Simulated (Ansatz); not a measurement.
**FHMoO₃ (SMILES [O]=[Mo](=[O])([OH])[F]): density, localisation and related maps**

The calculation's input:

```
crystal:
  periodic: [false, false, false]
  atoms:
    - symbol: F
      position_ang: [1.715650, 0.211581, -0.887927]
    - symbol: Mo
      position_ang: [0.164206, -0.329202, -0.051191]
    - symbol: O
      position_ang: [0.499799, -0.801261, 1.512140]
    - symbol: O
      position_ang: [-0.485103, -1.643082, -0.844997]
    - symbol: O
      position_ang: [-1.082252, 1.043673, -0.039086]
    - symbol: H
      position_ang: [-1.391599, 1.554378, 0.719144]
basis:
  gaussian:
    orbitals: def2-TZVPD
total_charge: 0
hamiltonian:
  xc: {name: PBE0}
output:
  forces: true
  orbitals: {seedname: orbitals}
```

Command:

```sh
ansatz run input.yaml --threads 2 --pin off --max-ram 5220MiB --events-out events.jsonl --progress --plain --runs-dir runs
```

Geometry: PBE0-D4/def2-SVP; core potentials replace the inner electrons of Mo.

Theory: Ansatz, isolated molecule in a Gaussian basis; Kohn-Sham density functional theory, functional PBE0.

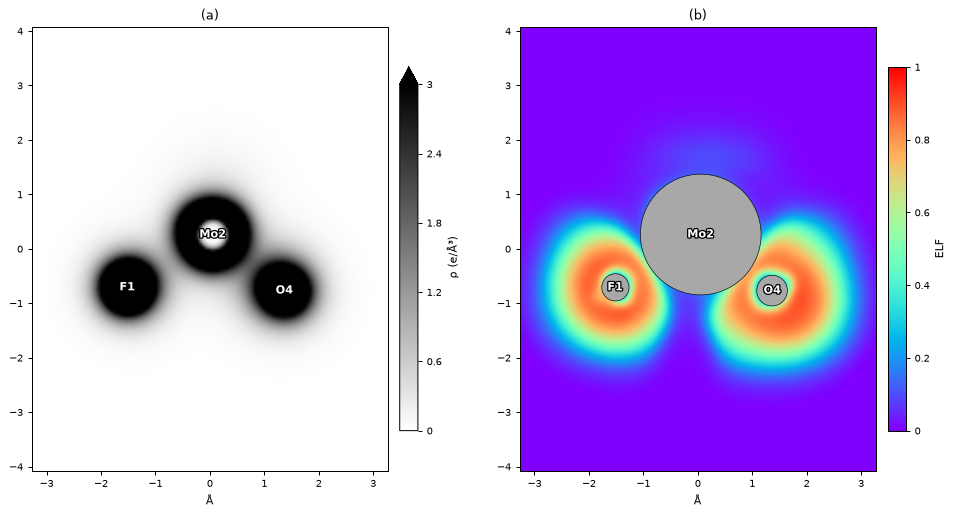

Figure 1. (a) electron density; (b) ELF on the plane of atoms F1, Mo2 and O4. Grey discs cover the atomic cores in the ELF map.

### Interpret the plot.

- The section cuts through F, Mo and O sites.
- Mo–O (1.67 Å): ρ is about 2 e/Å³ halfway; the ELF peaks at about 0.75 in the valence shell of O, 0.5 Å from its nucleus, and drops to about 0.40 between the two atoms.
- Mo–F (1.84 Å): the density is about 1.2 e/Å³ at the midpoint; the ELF peaks at about 0.80 in the valence shell of F, 0.5 Å from its nucleus, and drops to about 0.25 between the two atoms.

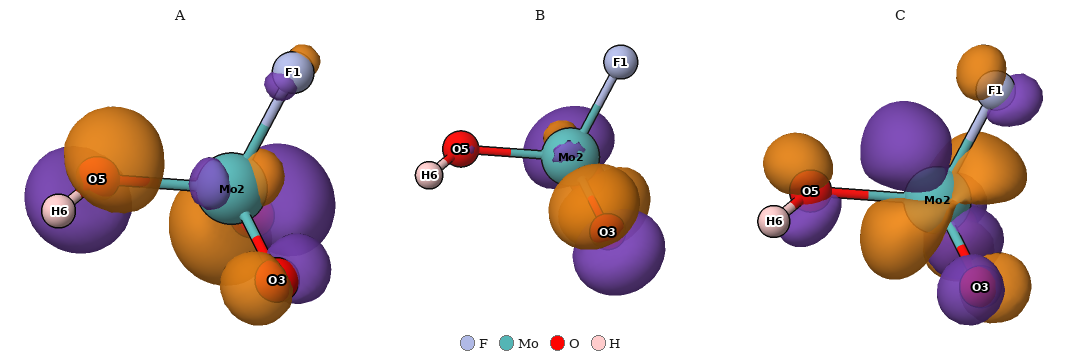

Figure 2. Three frontier orbitals at ±0.15 Å⁻³ᐟ² (orange and purple are the two phases), in no order.

### Order the three orbitals by energy and name them.

A is the HOMO−1 (−10.21 eV). It lies mainly on O4 (about 40 %), O5 (about 35 %), Mo2 (about 10 %) and O3 (about 10 %); largely a combination of lone pairs on O4, O5 and O3. B is the HOMO (−9.62 eV). It lies mainly on O4 (about 45 %) and O3 (about 40 %); largely a combination of lone pairs on O4 and O3. C is the LUMO (−2.68 eV). Its weight (Hirshfeld) is mainly on Mo2 (about 60 %), O3 (about 10 %), O5 (about 10 %), O4 (about 10 %) and F1 (about 5 %).

### What is the HOMO–LUMO gap?

6.94 eV between the orbital energies.

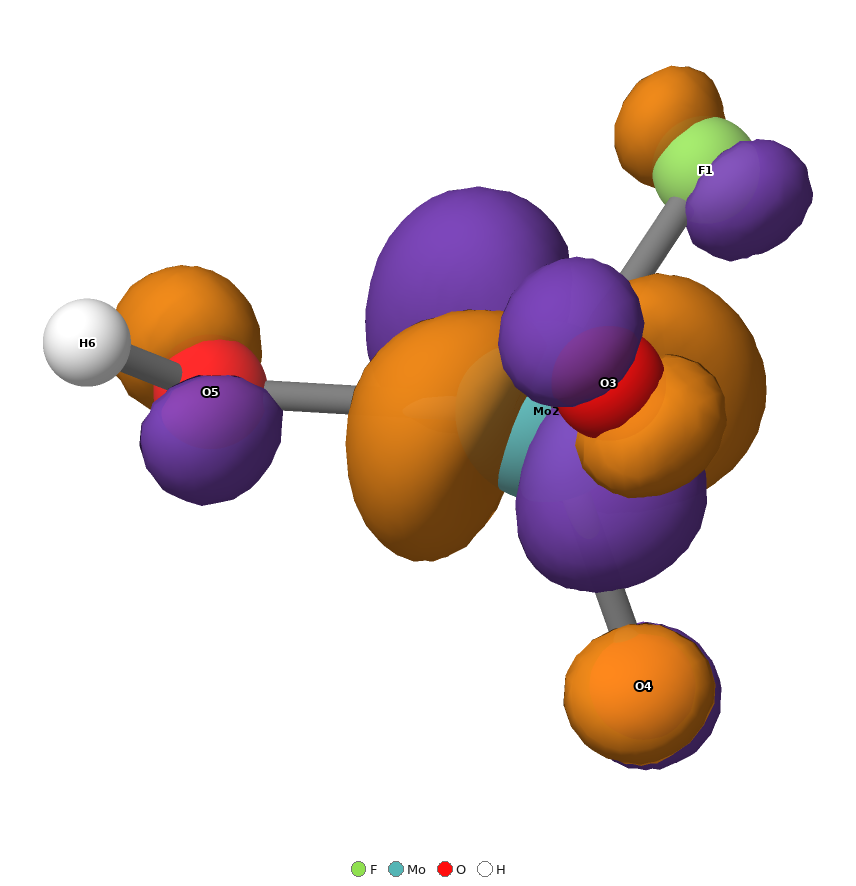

Figure 3. One frontier orbital at ±0.2 Å⁻³ᐟ² (orange and purple are the two phases), seen at a tilt.

### Which orbital is it: HOMO or LUMO?

The LUMO, at −2.68 eV. By Hirshfeld shares it lies mainly on Mo2 (about 60 %), O3 (about 10 %), O5 (about 10 %), O4 (about 10 %) and F1 (about 5 %).
